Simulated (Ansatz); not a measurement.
CH5NbO4 (SMILES C[O][Nb](=[O])([OH])[OH])

Input file:

```
basis:
  gaussian: {orbitals: def2-SVPD}
crystal:
  periodic: [false, false, false]
  atoms:
    - symbol: C
      position_ang: [-0.023774, -0.957486, 1.617914]
    - symbol: Nb
      position_ang: [-2.088029, 0.964305, 0.239822]
    - symbol: O
      position_ang: [-0.551792, 0.039081, 0.802162]
    - symbol: O
      position_ang: [-3.417508, 0.319350, 1.078589]
    - symbol: O
      position_ang: [-1.934418, 2.811694, 0.656201]
    - symbol: O
      position_ang: [-2.359082, 0.720183, -1.624794]
    - symbol: H
      position_ang: [0.717455, -0.526937, 2.312018]
    - symbol: H
      position_ang: [0.484632, -1.720298, 1.004567]
    - symbol: H
      position_ang: [-0.811482, -1.454023, 2.211434]
    - symbol: H
      position_ang: [-2.449962, 3.384115, 1.231159]
    - symbol: H
      position_ang: [-3.073989, 0.310767, -2.120097]
output: {forces: true, orbitals: {seedname: orbitals}}
hamiltonian: {xc: pbe0}
```

Command:

```sh
ansatz run input.yaml --threads 2 --pin off --max-ram 6090MiB --events-out events.jsonl --progress --plain --runs-dir runs
```

Geometry: PBE0-D4/def2-SVP; core potentials replace the inner electrons of Nb.

Level of theory: isolated molecule in a Gaussian basis; Kohn-Sham density functional theory, functional PBE0 (Ansatz).

Predict the electron density and electron localisation function between the atoms.

C–O (1.39 Å): ρ at the midpoint is about 2.1 e/Å³, with its minimum of 1.7 e/Å³ about 0.5 Å from C; the ELF peaks at about 0.90 between the atoms, as expected for a shared but strongly polarised pair.
Nb–O (1.70 Å): ρ at the midpoint is about 1.8 e/Å³; the ELF peaks at about 0.80 in the valence shell of O, 0.5 Å from its nucleus, and drops to about 0.40 between the two atoms.
Nb–O (1.88 Å): ρ at the midpoint is about 1.1 e/Å³; the ELF peaks at about 0.80 in the valence shell of O, 0.5 Å from its nucleus, and drops to about 0.25 between the two atoms.
C–H (1.10 Å): ρ at the midpoint is about 1.9 e/Å³; the ELF climbs to about 1 towards the hydrogen, as it does in any bond to H: a covalent bond by its length.

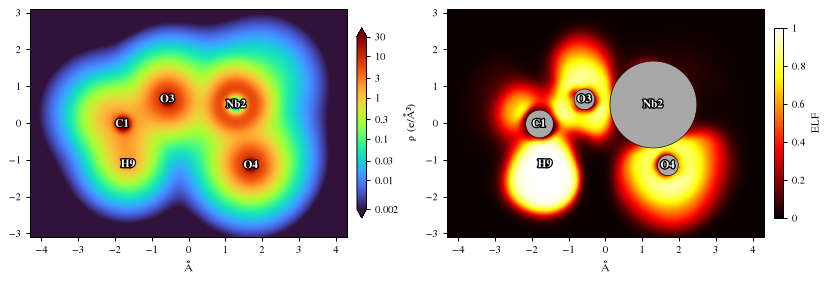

Computed electron density and electron localisation function on the plane of atoms C1, O3 and Nb2, in this order. Grey discs cover the atomic cores in the ELF map. 
